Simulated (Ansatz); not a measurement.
# NiSe2 (fluorite): one cell under locks on the spin (series 3)

Task: run NiSe2 (fluorite) at one cell with the spin set up in several ways. Cell and atoms stay fixed. This structure was made by substitution into a known type, so it needn't be the compound's stable form.

Computed with Ansatz 0.2.0 (DFT LDA+U (U_eff = 5 eV on Ni d), plane waves, PAW, unless a step's input says otherwise).

## 1. The structure to begin with

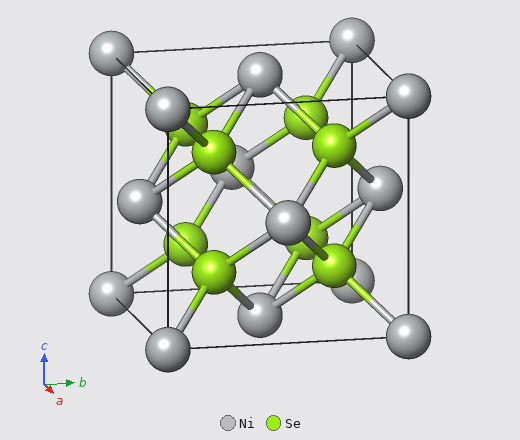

The starting structure, seen slightly off an axis (nickel light grey, selenium green). Atoms on the faces are drawn again on the opposite ones. The cell drawn here is the conventional one.

Coordinates:

```
Ni Se
1.0
     0.00000    2.94802    2.94802
     2.94802    0.00000    2.94802
     2.94802    2.94802    0.00000
Ni Se
1 2
Direct
  0.00000 0.00000 0.00000
  0.25000 0.25000 0.25000
  0.75000 0.75000 0.75000
```

The runs: total moment locked at zero, no site moments, 0.00 μB per cell; total moment held at first, then free, 2.00 μB per cell; no spin polarisation.

An earlier series on this cell reached its lowest free state from «ferromagnetic start, free, default search», perhaps among other starts.

## 2. Total moment locked at zero, no site moments, 0.00 μB per cell

The input, input.yaml:

```yaml
crystal:
  lattice:
    - [0.0, 2.94801619, 2.94801619]
    - [2.94801619, 0.0, 2.94801619]
    - [2.94801619, 2.94801619, 0.0]
  atoms:
    - { symbol: Ni, position: [0.0, 0.0, 0.0] }
    - { symbol: Se, position: [0.25, 0.25, 0.25] }
    - { symbol: Se, position: [0.75, 0.75, 0.75] }
basis:
  ecutwfc: 420
  ecutrho_ratio: 4
kpoints:
  mp_grid: { grid: [6, 6, 6] }
hamiltonian:
  xc: lda
  hubbard: { sites: [{ site: 0, l: d, u_eff: 5.0 }] }
scf:
  occupations: { method: gaussian, width: 0.05 }
  lower_state_search: "off"
  max_iter: 150
output:
  forces: true
  stress: true
  eigenvalues: true
  populations: true
  hubbard: { sites: [{ site: 0, l: d }] }
magnetization:
  spin_polarized: true
  initial_magnetization: 0.0
  spin_locking: { lock_magnetization: hard }
```

The lock stays on to the end, so the result is a constrained state unless its moments die out.

Launch:

```
ansatz run input.yaml --threads 2 --pin off --max-ram 3072MiB --backend cpu --events-out ev --progress --plain --runs-dir out
```

The log of the run, shortened:

```text
Warning: output.stress: scf.convergence.dr2_threshold = 1e-7 eV (the SCF's general default) is looser than the 3e-10 eV advised for a printed stress (1e-10 eV for each atom of the cell: 3). What an SCF threshold leaves in a stress goes as its square root, and in the free energy as the [...]
Warning: RAYON_NUM_THREADS=2 ignored (pool sized by the plan → 2); use --threads N
Ni: projections on atomic orbitals take those of the free atom [Ne] 3s2 3p6 3d8 4s2, of charge +0.00 (hamiltonian.pseudopotentials.projection_atoms); the dataset's partial waves leave at most 1.6e-6 of an orbital's norm unspanned inside its sphere
Se: projections on atomic orbitals take those of the free atom [Ar] 3d10 4s2 4p4, of charge +0.00 (hamiltonian.pseudopotentials.projection_atoms); the dataset's partial waves leave at most 2.3e-6 of an orbital's norm unspanned inside its sphere
[...]
Pseudopotentials: kind: paw
Pseudopotential: Ni, paw, valence charge 18, recommended cutoff 420 eV (normal), Ni.paw.azcp
Pseudopotential: Se, paw, valence charge 16, recommended cutoff 420 eV (normal), Se.paw.azcp
Functional definition: SPW92
[...]
Crystal: 3 atoms, lattice volume = 51.241 Å³
Basis set: ecut = 420 eV, 965 PW (Γ)
Bands: 30, of which v1, the nominal top of the filled ones, is band 25 counted from 1 (24 counted from 0)
Symmetry: 48 space group operations
Space group: Fm-3m (ITA 225), of the structure as read, at distance tolerance 3.7e-5 Å
k-points: 16 of 216
[...]
Magnetization: 0.0000 μB (25.0000 up, 25.0000 down)
Absolute magnetization: 0.0000 μB (∫|ρ↑−ρ↓|)
Spin contamination: 0.0000 ħ² per cell (⟨S²⟩ above its minimum at these occupations)
Per-site moments (μB) at R_I (Å): [(0.0, 1.0531359759144725), (0.0, 1.0531359759144727), (0.0, 1.0531359759144725)]
Free energy (F): -16537.579147 eV
[...]
E sigma→0 (E₀):  -16537.576895 eV
Entropy (-TS):   -0.004504 eV (-1.501 meV/atom)
Fermi energy:    12.859984 (↑ 12.859984, ↓ 12.859984) eV
[...]
--- Forces (eV/Å), atoms counted from 1 ---
  atom   1  Ni    -0.00000000     0.00000000    -0.00000000
  atom   2  Se     0.00000000    -0.00000000    -0.00000000
  atom   3  Se     0.00000000    -0.00000000     0.00000000
[...]
--- Stress (GPa, compression-positive) ---
       -1.292864       0.000000      -0.000000
       -0.000000      -1.292864       0.000000
       -0.000000       0.000000      -1.292864
  P = ⅓ Tr σ = -1.2929 GPa (-12.929 kbar)
--- Band table (eV; the first three rows and the last of 32) ---
[...]
Occupation matrices written to <dir>
--- Löwdin populations: 3 sites ---
  site symbol       q [e]    m [muB]
     0     Ni     17.5810     0.0000
     1     Se     16.0700     0.0000
     2     Se     16.0700     0.0000
  spilling = 0.005580 (of n_electrons = 50.000000)
--- Occupation matrices: 1 shell (run DFT+U table (all-electron-ortho-atomic); ε = 2.21e-3) ---
  Ni0 d_3D: site group Oh (m-3m)
  Ni0 d_3D up     Tr n = 4.5106  λ = 0.860 0.860 0.860 0.965 0.965  [3× xz 0.33 (T2g 1.00) T2g(1.00) | 2× z2 0.50 (Eg 1.00) Eg(1.00)]
  Ni0 d_3D dn     Tr n = 4.5106  λ = 0.860 0.860 0.860 0.965 0.965  [3× xz 0.33 (T2g 1.00) T2g(1.00) | 2× z2 0.50 (Eg 1.00) Eg(1.00)]
  Tr n, λ and their labels are of the run-group-symmetrised matrices; stabiliser: 96 of 96 elements of G0×{1,Θ} (closed), max defect 2.9e-15 at τ = 4.7e-4
```

It took 1.6 s on 2 threads of Intel Xeon Platinum 8488C (Sapphire Rapids), shared host; peak memory 0.41 GiB.

End state: no gap, pressure -1.3 GPa, no moment over 0.05 μB in any sphere, largest force component 0.00 eV/Å, 48 symmetry operations imposed.

How the shells are filled (orbitals counted by the eigenvalues of the occupation matrices):

```csv
shell,channel,electrons,over 0.8,0.2 to 0.8,under 0.2
Ni 3d (atom 1),up,4.51,5,0,0
Ni 3d (atom 1),down,4.51,5,0,0
```

## 3. Total moment held at first, then free, 2.00 μB per cell

input.yaml: that of step 2 with these lines changed.

```diff
@@ -6,3 +6,3 @@
   atoms:
-    - { symbol: Ni, position: [0.0, 0.0, 0.0] }
+    - { symbol: Ni, position: [0.0, 0.0, 0.0], spin: 2.0 }
     - { symbol: Se, position: [0.25, 0.25, 0.25] }
@@ -29,3 +29,3 @@
   spin_polarized: true
-  initial_magnetization: 0.0
-  spin_locking: { lock_magnetization: hard }
+  initial_magnetization: 2.0
+  spin_locking: { lock_magnetization: soft, n_iters: 6 }
```

The lock is temporary (n_iters 6) and is released on the way.

Launch:

```
ansatz run input.yaml --threads 2 --pin off --max-ram 3072MiB --backend cpu --events-out ev --progress --plain --runs-dir out
```

The log of the run, shortened:

```text
Warning: output.stress: scf.convergence.dr2_threshold = 1e-7 eV (the SCF's general default) is looser than the 3e-10 eV advised for a printed stress (1e-10 eV for each atom of the cell: 3). What an SCF threshold leaves in a stress goes as its square root, and in the free energy as the [...]
Warning: RAYON_NUM_THREADS=2 ignored (pool sized by the plan → 2); use --threads N
Ni: projections on atomic orbitals take those of the free atom [Ne] 3s2 3p6 3d8 4s2, of charge +0.00 (hamiltonian.pseudopotentials.projection_atoms); the dataset's partial waves leave at most 1.6e-6 of an orbital's norm unspanned inside its sphere
Se: projections on atomic orbitals take those of the free atom [Ar] 3d10 4s2 4p4, of charge +0.00 (hamiltonian.pseudopotentials.projection_atoms); the dataset's partial waves leave at most 2.3e-6 of an orbital's norm unspanned inside its sphere
[...]
[... 2 set-up lines as earlier in the session ...]
[...]
  atom   2  Se     0.00000000     0.00000000    -0.00000000
  atom   3  Se     0.00000000     0.00000000    -0.00000000
[...]
--- Stress (GPa, compression-positive) ---
       -0.509846       0.000000       0.000000
        0.000000      -0.509846       0.000000
        0.000000      -0.000000      -0.509846
  P = ⅓ Tr σ = -0.5098 GPa (-5.098 kbar)
--- Band table (eV; the first three rows and the last of 32) ---
[...]
Occupation matrices written to <dir>
--- Löwdin populations: 3 sites ---
  site symbol       q [e]    m [muB]
     0     Ni     17.5479     0.4750
     1     Se     16.0884     0.1174
     2     Se     16.0884     0.1174
  spilling = 0.005506 (of n_electrons = 50.000000)
--- Occupation matrices: 1 shell (run DFT+U table (all-electron-ortho-atomic); ε = 4.55e-3) ---
  Ni0 d_3D: site group Oh (m-3m)
  Ni0 d_3D up     Tr n = 4.7365  λ = 0.929 0.929 0.929 0.974 0.974  [3× xz 0.33 (T2g 1.00) T2g(1.00) | 2× z2 0.50 (Eg 1.00) Eg(1.00)]
  Ni0 d_3D dn     Tr n = 4.2468  λ = 0.775 0.775 0.775 0.960 0.960  [3× xz 0.33 (T2g 1.00) T2g(1.00) | 2× z2 0.50 (Eg 1.00) Eg(1.00)]
  Tr n, λ and their labels are of the run-group-symmetrised matrices; stabiliser: 48 of 96 elements of G0×{1,Θ} (closed), max defect 3.5e-15 at τ = 9.7e-4
```

It took 3.3 s on 2 threads of Intel Xeon Platinum 8488C (Sapphire Rapids), shared host; peak memory 0.42 GiB.

End state: no gap, pressure -0.5 GPa, moments in spheres Ni 0.52; Se 0.07 μB, largest force component 0.00 eV/Å, 48 symmetry operations imposed.

How the shells are filled (orbitals counted by the eigenvalues of the occupation matrices):

```csv
shell,channel,electrons,over 0.8,0.2 to 0.8,under 0.2
Ni 3d (atom 1),up,4.74,5,0,0
Ni 3d (atom 1),down,4.25,2,3,0
```

## 4. No spin polarisation

input.yaml: that of step 3 with these lines changed.

```diff
@@ -6,3 +6,3 @@
   atoms:
-    - { symbol: Ni, position: [0.0, 0.0, 0.0], spin: 2.0 }
+    - { symbol: Ni, position: [0.0, 0.0, 0.0] }
     - { symbol: Se, position: [0.25, 0.25, 0.25] }
@@ -27,5 +27 @@
   hubbard: { sites: [{ site: 0, l: d }] }
-magnetization:
-  spin_polarized: true
-  initial_magnetization: 2.0
-  spin_locking: { lock_magnetization: soft, n_iters: 6 }
```

Launch:

```
ansatz run input.yaml --threads 2 --pin off --max-ram 3072MiB --backend cpu --events-out ev --progress --plain --runs-dir out
```

The log of the run, shortened:

```text
Warning: RAYON_NUM_THREADS=2 ignored (pool sized by the plan → 2); use --threads N
Ni: projections on atomic orbitals take those of the free atom [Ne] 3s2 3p6 3d8 4s2, of charge +0.00 (hamiltonian.pseudopotentials.projection_atoms); the dataset's partial waves leave at most 1.6e-6 of an orbital's norm unspanned inside its sphere
Se: projections on atomic orbitals take those of the free atom [Ar] 3d10 4s2 4p4, of charge +0.00 (hamiltonian.pseudopotentials.projection_atoms); the dataset's partial waves leave at most 2.3e-6 of an orbital's norm unspanned inside its sphere
[...]
[... 4 set-up lines as earlier in the session ...]
[...]
Crystal: 3 atoms, lattice volume = 51.241 Å³
Basis set: ecut = 420 eV, 965 PW (Γ)
[...]
  atom   1  Ni     0.00000000    -0.00000000     0.00000000
  atom   2  Se     0.00000000     0.00000000     0.00000000
  atom   3  Se     0.00000000    -0.00000000    -0.00000000
[...]
--- Stress (GPa, compression-positive) ---
       -1.293451      -0.000000       0.000000
        0.000000      -1.293451      -0.000000
        0.000000       0.000000      -1.293451
  P = ⅓ Tr σ = -1.2935 GPa (-12.935 kbar)
--- Band table (eV; the first three rows and the last of 16) ---
[...]
Occupation matrices written to <dir>
--- Löwdin populations: 3 sites ---
  site symbol       q [e]
     0     Ni     17.5810
     1     Se     16.0700
     2     Se     16.0700
  spilling = 0.005580 (of n_electrons = 50.000000)
--- Occupation matrices: 1 shell (run DFT+U table (all-electron-ortho-atomic); ε = 1.27e-3) ---
  Ni0 d_3D: site group Oh (m-3m)
  Ni0 d_3D -      Tr n = 4.5106  λ = 0.860 0.860 0.860 0.965 0.965  [3× xz 0.33 (T2g 1.00) T2g(1.00) | 2× z2 0.50 (Eg 1.00) Eg(1.00)]
  Tr n, λ and their labels are of the run-group-symmetrised matrices; stabiliser: 96 of 96 elements of G0×{1,Θ} (closed), max defect 3.0e-15 at τ = 2.7e-4
```

It took 2 s on 2 threads of Intel Xeon Platinum 8488C (Sapphire Rapids), shared host; peak memory 0.4 GiB.

Result: no gap, pressure -1.3 GPa, no moment over 0.05 μB in any sphere, largest force component 0.00 eV/Å, 48 symmetry operations imposed.

How the shells are filled (orbitals counted by the eigenvalues of the occupation matrices):

```csv
shell,channel,electrons,over 0.8,0.2 to 0.8,under 0.2
Ni 3d (atom 1),each spin,4.51,5,0,0
```

## 5. All runs side by side

Energies count from the lowest free state and have the smearing extrapolated to zero.

| start | energy (meV/atom) | gap (eV) | pressure (GPa) | largest moment (μB) | SCF cycles | time |
| --- | --- | --- | --- | --- | --- | --- |
| ferromagnetic start, free, default search (earlier series) | 0.0 | metal | -0.5 | 0.52 | 34 | 31 s |
| total moment held at first, then free, 2.00 μB per cell | 0.0 | metal | -0.5 | 0.52 | 22 | 3.3 s |
| total moment locked at zero, no site moments, 0.00 μB per cell [held] | 9.5 | metal | -1.3 | 0.00 | 13 | 1.6 s |
| no spin polarisation | 9.5 | metal | -1.3 | 0.00 | 13 | 2 s |

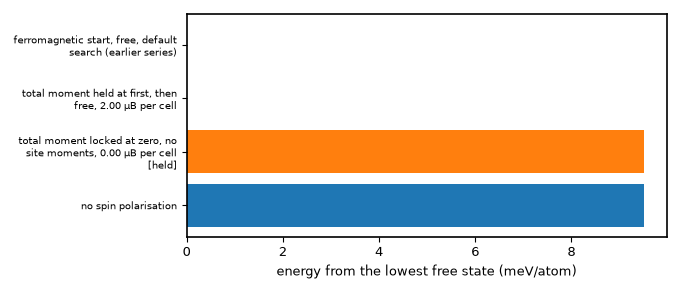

Energy of each end state; held states orange.

The 2 free runs end within about 1 meV/atom of each other. The run with the program's default settings reaches the lowest one found. Only the magnetic starts listed were tried; the real order may differ or need a larger cell, so the ranking holds for this cell alone. Without spin polarisation the energy is 10 meV/atom higher. The cheapest of the held states in this table, «total moment locked at zero, no site moments, 0.00 μB per cell», lies +10 meV/atom from the lowest free state; part of that can come from another filling of the orbitals. The lowest state found need not be the ground state, and the geometry wasn't relaxed for any of them.
